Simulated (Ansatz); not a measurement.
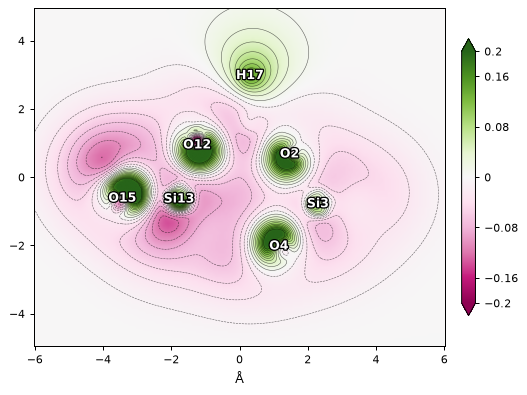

Figure. H₁₀O₁₂Si₄ (SMILES [SiH](O[Si](O)(O)O)(O[Si](O)(O)O)O[Si](O)(O)O). One frontier orbital on the plane of atoms O12, Si13 and O15 (values in Å⁻³ᐟ²; the overall sign is arbitrary).

Theory: DFT PBE, Gaussian basis def2-SVP in Ansatz 0.2.0.

The calculation's input:

```
crystal:
  periodic: [false, false, false]
  atoms:
    - { symbol: Si, position_ang: [-1.140344, 0.806056, 0.162989] }
    - { symbol: O, position_ang: [-1.945578, 2.279704, -0.234032] }
    - { symbol: Si, position_ang: [-0.883045, 3.204517, -1.232073] }
    - { symbol: O, position_ang: [-0.502736, 2.342161, -2.669281] }
    - { symbol: O, position_ang: [-1.661245, 4.674921, -1.655436] }
    - { symbol: O, position_ang: [0.565886, 3.570097, -0.384024] }
    - { symbol: O, position_ang: [-2.003348, -0.019433, 1.41204] }
    - { symbol: Si, position_ang: [-3.579391, -0.418635, 0.825822] }
    - { symbol: O, position_ang: [-4.435264, 1.001309, 0.374368] }
    - { symbol: O, position_ang: [-3.471059, -1.476748, -0.523567] }
    - { symbol: O, position_ang: [-4.444768, -1.209843, 2.07966] }
    - { symbol: O, position_ang: [-1.011207, -0.188261, -1.243503] }
    - { symbol: Si, position_ang: [0.254051, -1.327679, -0.96758] }
    - { symbol: O, position_ang: [0.31067, -2.417111, -2.292505] }
    - { symbol: O, position_ang: [1.76496, -0.514085, -0.854035] }
    - { symbol: O, position_ang: [-0.045816, -2.2209, 0.47117] }
    - { symbol: H, position_ang: [0.192073, 1.128458, 0.703515] }
    - { symbol: H, position_ang: [-1.380779, 2.130078, -3.07524] }
    - { symbol: H, position_ang: [-2.512103, 4.39605, -2.078525] }
    - { symbol: H, position_ang: [0.264603, 4.024614, 0.442615] }
    - { symbol: H, position_ang: [-4.468941, 1.546863, 1.200169] }
    - { symbol: H, position_ang: [-3.001403, -2.277019, -0.177687] }
    - { symbol: H, position_ang: [-5.329233, -1.414048, 1.683797] }
    - { symbol: H, position_ang: [0.45697, -1.840767, -3.084427] }
    - { symbol: H, position_ang: [2.01652, -0.568504, 0.102119] }
    - { symbol: H, position_ang: [0.689668, -2.882456, 0.514472] }
basis:
  gaussian: { orbitals: def2-SVP }
hamiltonian:
  xc: pbe
relax:
  f_tol: 0.004
  max_steps: 200
output:
  orbitals: {}
```

Run with:

```sh
ansatz run input.yaml --threads 4 --pin off --max-ram 10240MiB --backend cpu --events-out ev --progress --plain --runs-dir out
```

The fields are those of the relaxed geometry.

Which orbital is it: HOMO or LUMO?

The LUMO, at −0.59 eV. No atom holds more than about 15 % of it (Hirshfeld); by element the shares are O 40 %, H 35 % and Si 30 %.
